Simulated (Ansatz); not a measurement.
## A ladder of methods for BH3F− (SMILES [H][B-]([H])([H])F)

BH3F− has 5 atoms, charge -1, and is taken as a singlet. SMILES: `[H][B-]([H])([H])F`. Geometry: relaxed at GFN2-xTB.

```xyz
5

B    -0.0003    0.0004   -0.0571
F     0.0125   -0.0209    1.3892
H     1.1601    0.0117   -0.4543
H    -0.5906    1.0127   -0.4241
H    -0.5817   -1.0038   -0.4537
```

Quantity: the energy change with the B1–H5 bond stretched from 1.226 to 2.452 Å, in eV. The values are calculated.

```json
{"level": "SVWN5/STO-3G (restricted)", "kind": "LDA", "program": "Ansatz", "value (eV)": "4.18", "less FCI/STO-3G": "-0.38"}
{"level": "PBE/STO-3G (restricted)", "kind": "GGA", "program": "Ansatz", "value (eV)": "3.91", "less FCI/STO-3G": "-0.65"}
{"level": "B3LYP/STO-3G (restricted)", "kind": "global hybrid", "program": "Ansatz", "value (eV)": "4.32", "less FCI/STO-3G": "-0.24"}
{"level": "r2SCAN0/STO-3G (restricted)", "kind": "hybrid meta-GGA", "program": "Ansatz", "value (eV)": "4.79", "less FCI/STO-3G": "+0.23"}
{"level": "wB97M-V/STO-3G (restricted)", "kind": "range-separated hybrid", "program": "Ansatz", "value (eV)": "4.70", "less FCI/STO-3G": "+0.14"}
{"level": "CCSD/STO-3G (restricted)", "kind": "coupled cluster or CI", "program": "Ansatz", "value (eV)": "4.64", "less FCI/STO-3G": "+0.08"}
{"level": "CCSDTQ/STO-3G (restricted)", "kind": "coupled cluster or CI", "program": "Ansatz", "value (eV)": "4.56", "less FCI/STO-3G": "0.00"}
{"level": "FCI/STO-3G", "kind": "exact in the basis", "program": "Ansatz", "value (eV)": "4.56", "less FCI/STO-3G": "0.00"}
```

FCI/STO-3G is exact within its basis and frozen core, so for wave-function methods in that basis the difference is their error; functionals converge differently with the basis, so for them it is only a difference. Sets without diffuse functions describe the anion poorly. The first shape isn't each level's own minimum. The values span 3.91 to 4.79 eV. All rows use very small basis sets, so none should be taken for the real molecule's value.

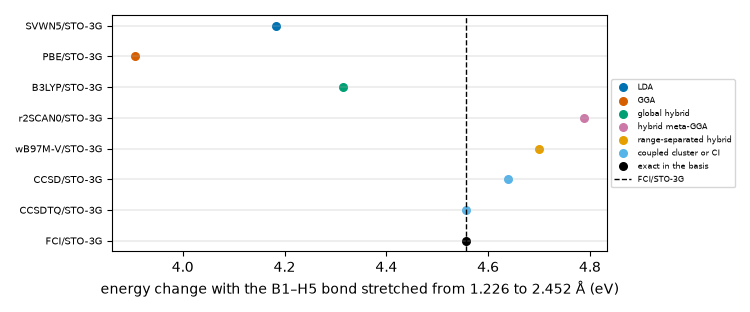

The values of the table, level by level.
